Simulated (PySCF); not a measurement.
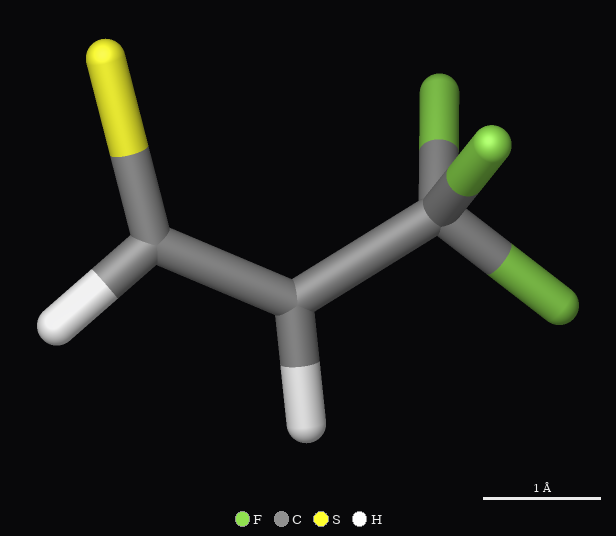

A stick model of a molecule. Every bond is drawn as one stick, whatever its order.

The species has charge −1 and is a spin singlet. The geometry was computed by an optimisation with GFN2-xTB. No frequency run is at hand to confirm it as a minimum.

Question: Give the formula.

Answer: C3H2F3S(-), 9 atoms: 3 carbon, 2 hydrogen, 3 fluorine and 1 sulfur.

Question: Does it have rings?

Answer: It has no ring.

Question: How many sets of symmetry-equivalent atoms are there?

Answer: 8: 2 F, 1 C, 1 F, 1 C, 1 C, 1 S, 1 H, 1 H.

More results for the same structure follow; atom numbers are the same in all pictures, views and colours differ.

Shape

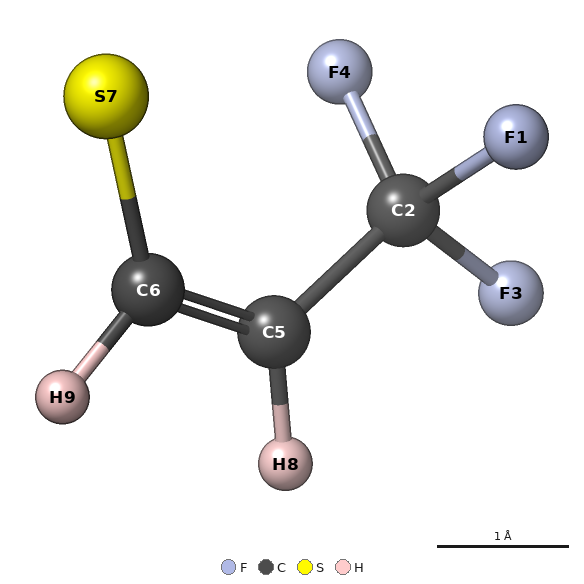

The atoms are numbered. No frequency run is at hand to confirm it as a minimum.

Question: What is the geometry at C6?

Answer: C6 has 3 neighbours (C5 at 1.36, S7 at 1.68, H9 at 1.09 Å); the arrangement is trigonal planar.

Question: How are the neighbours of atom 5 arranged?

Answer: C5 has 3 neighbours (C2 at 1.46, C6 at 1.36, H8 at 1.08 Å); the arrangement is trigonal planar.

Question: How are the neighbours of atom 2 arranged?

Answer: C2 has 4 neighbours (F1 at 1.36, F3 at 1.37, F4 at 1.36, C5 at 1.46 Å); the arrangement is tetrahedral.

Question: What is the dihedral angle F4–C2–C5–C6?

Answer: 61° in size, that is gauche.

Charges

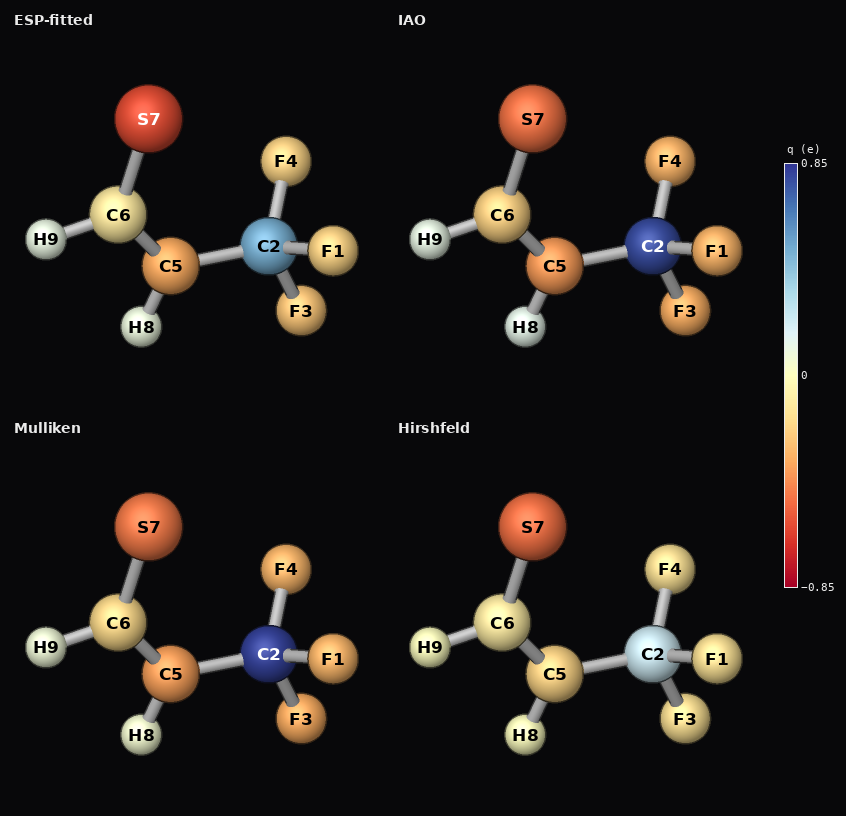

Atomic charges of one calculation by 4 schemes, on one colour scale. No frequency run is at hand to confirm it as a minimum. Level of theory: PBE0/pcSseg-1 (PySCF 2.14.0).

Question: On which atom do the schemes disagree most?

Answer: On C2 (from 0.23 to 0.81 e).

List the charges (e), one line for each set of equivalent atoms.

```tsv
atom	ESP-fitted	IAO	Mulliken	Hirshfeld
F1, F4	−0.20	−0.31	−0.30	−0.14
C2	0.50	0.79	0.81	0.23
F3	−0.25	−0.33	−0.33	−0.15
C5	−0.34	−0.38	−0.37	−0.21
C6	−0.11	−0.21	−0.18	−0.10
S7	−0.60	−0.49	−0.47	−0.50
H8	0.10	0.13	0.06	0.00
H9	0.11	0.11	0.08	0.01
```

Electronic properties

No frequency run is at hand to confirm it as a minimum. Properties computed with PBE0/def2-SVPD, gas phase (PySCF 2.14.0).

Question: Estimate the mean static polarisability.

Answer: 78.5 bohr³.

Question: What is the HOMO energy (Kohn–Sham orbital)?

Answer: −1.03 eV.

NMR shielding

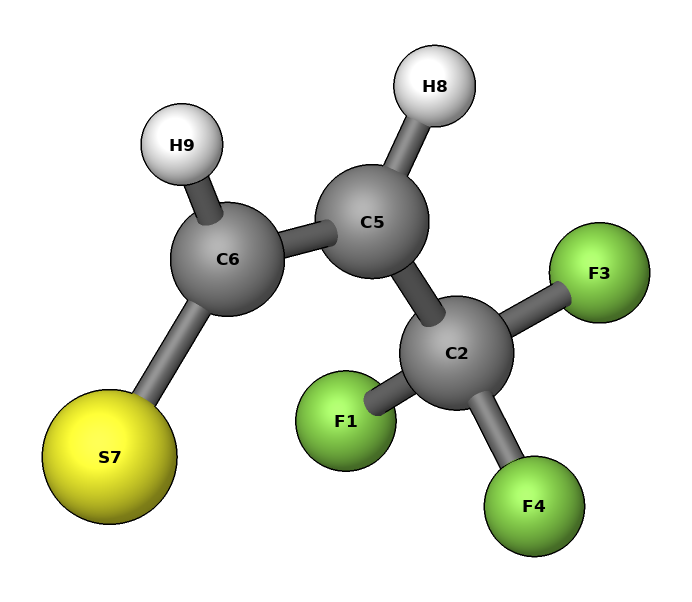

No frequency run is at hand to confirm it as a minimum. Level of theory: GIAO PBE0/pcSseg-1 NMR shielding, non-relativistic, gas phase (PySCF 2.14.0). Principal shieldings σ11 ≤ σ22 ≤ σ33, span Ω = σ33 − σ11, skew κ = 3(σiso − σ22)/Ω.

Give the shielding tensors of the S atoms.

| atom | σ11 | σ22 | σ33 | σiso | Ω | κ |
| --- | --- | --- | --- | --- | --- | --- |
| S7 | 103.1 | 276.2 | 723.0 | 367.5 | 619.8 | 0.44 |

Shieldings and span in ppm.

Quadrupole coupling

No frequency run is at hand to confirm it as a minimum. Electric field gradients from the ground-state density, PBE0/pcSseg-1 (PySCF 2.14.0), non-relativistic apart from any core potentials.

Give the largest field-gradient component, the quadrupole coupling constant and the asymmetry for 33S at S7 (Q = −67.81 mb), 2H at H8 (Q = 2.86 mb), 2H at H9 (Q = 2.86 mb).

```json
{"atom": "S7", "V_zz (a.u.)": "2.080", "e²qQ/h (MHz)": "−33.1", "η": "0.94"}
{"atom": "H8", "V_zz (a.u.)": "0.342", "e²qQ/h (MHz)": "0.230", "η": "0.15"}
{"atom": "H9", "V_zz (a.u.)": "0.316", "e²qQ/h (MHz)": "0.212", "η": "0.03"}
```

Mulliken values depend strongly on the basis set and can even reverse the polarity of a bond.
